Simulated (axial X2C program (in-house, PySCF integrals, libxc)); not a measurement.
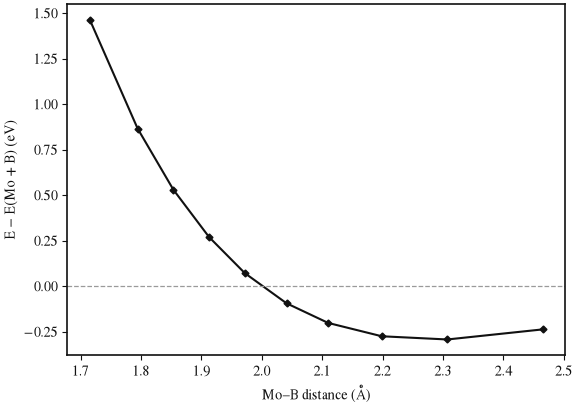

Energy at 10 bond lengths, for one set of occupations held fixed; the line joins the points. A polynomial of degree 4 through 6 points gives rₑ = 2.283 Å, ωₑ = 358.6 cm⁻¹, ωₑxₑ = 6.2 cm⁻¹ and Bₑ = 0.3269 cm⁻¹. The minimum lies 0.29 eV below Mo + B, each computed as one determinant at the same level.

# Relativistic diatomic calculation for MoB

- system: MoB, single determinant with M_S = 5/2 and |Λ| = 1.
- method: HF, spin-free X2C-1e, Mo dyall-cv3z, B dyall-v3z (cores contracted) (axial X2C program (in-house, PySCF integrals, libxc))

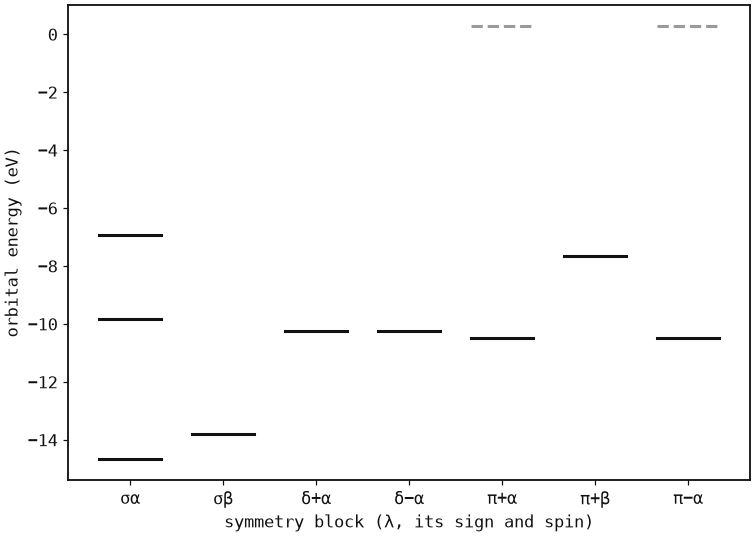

Orbital energies near the frontier at 1.97 Å, filled (solid) and empty (dashed); a label such as π−α means λ = −1 and α spin. The highest filled orbital (σα; 51 % Mo s, 32 % B p) lies at −6.95 eV, the lowest empty one (π+α; 82 % Mo p, 16 % B p) at 0.28 eV.

Input and output of the run follow.

**Input**
```
{"zs": [42, 5], "q": 0, "bas": ["dyall-cv3z", "dyall-v3z"], "levels": ["PBE0", "HF", "BP86"], "cc": true, "r0": 2.23, "thr": -1.0, "nmax": 90, "npts": 10, "nst": 2, "ntry": 6}
```

The line is the task of a batch: nuclear charges, charge, bases, the levels to run, a first guess of the distance and further settings. This report covers HF without spin-orbit coupling. The log is that of the reference distance 1.972 Å.

Launched within a batch (the task file carries these settings):
```bash
python <driver script> task.json out
```

**Output**
```
spin-free X2C-1e  HF
basis functions 196  fitting functions 947  grid points 5075
iter        total energy     max residual
   1      -4070.736004999     3.34e-01
   2      -4070.761378364     1.40e-02
   3      -4070.767116139     1.87e-02
   4      -4070.770112213     1.39e-02
   5      -4070.774215066     1.24e-02
   6      -4070.778435690     3.12e-03
   7      -4070.778591284     1.30e-03
   8      -4070.778646443     6.47e-04
   9      -4070.778667517     2.25e-04
  10      -4070.778670317     1.28e-04
  11      -4070.778671228     5.64e-05
  12      -4070.778671492     2.55e-05
  13      -4070.778671532     6.33e-06
  14      -4070.778671535     2.31e-06
  15      -4070.778671535     9.10e-07
converged
one-electron -5728.66567916  Coulomb 1728.07471137  exact exchange -126.54024649  xc functional 0.00000000  nuclear repulsion 56.35254275
correlated 9  virtual 271  natural virtual 90  E(MP2) -0.176055492  MP2 remainder -0.006099926
iter   CCSD correlation   residual
   1     -0.184208464   1.41e-01
   2     -0.194575191   8.28e-02
   3     -0.200392211   5.02e-02
   4     -0.203715892   2.87e-02
   5     -0.204761237   1.18e-02
   6     -0.204968145   4.88e-03
   7     -0.205072101   2.37e-03
   8     -0.205080120   1.12e-03
   9     -0.205094166   5.58e-04
  10     -0.205093763   2.32e-04
  11     -0.205095949   1.01e-04
  12     -0.205096757   4.74e-05
  13     -0.205098344   2.72e-05
  14     -0.205099306   1.36e-05
  15     -0.205099864   6.75e-06
  16     -0.205100070   3.33e-06
  17     -0.205100102   1.56e-06
  18     -0.205100120   9.01e-07
(T) -0.012155590135614295  T1 0.1000  D1 0.1983  max T2 0.075
```

**The points of the curve**

```
R (Å)   E (hartree)  dipole (D; origin at the first atom, positive when the second is positive)  highest filled (eV)  lowest empty (eV)
1.716  −4070.727582                                                                       −1.58                −6.60               0.22
1.794  −4070.749477                                                                       −1.97                −6.71               0.23
1.854  −4070.761825                                                                       −2.24                −6.80               0.24
1.913  −4070.771389                                                                       −2.49                −6.87               0.26
1.972  −4070.778672                                                                       −2.73                −6.95               0.28
2.041  −4070.784756                                                                       −2.97                −7.02               0.30
2.110  −4070.788728                                                                       −3.19                −7.08               0.32
2.199  −4070.791421                                                                       −3.43                −7.13               0.29
2.307  −4070.792068                                                                       −3.62                −7.14               0.20
2.465  −4070.790034                                                                       −3.65                −7.06               0.10
```

**Results in brief**

```tsv
quantity	value
outcome	converged
bond length rₑ	2.283 Å
ωₑ	358.6 cm⁻¹
energy at the minimum	−4070.79212 hartree
depth below the fragments	0.29 eV
largest ⟨S²⟩ along the curve	9.74
hardware	1 thread of Arm Neoverse V2, 24 GiB of memory available, shared host
wall time	3.1 s
```

**Notes**

Hartree–Fock lacks correlation, so it usually binds too weakly. ⟨S²⟩ reaches 9.74 where a pure state of this multiplicity has 8.75, so the determinant is spin-contaminated.
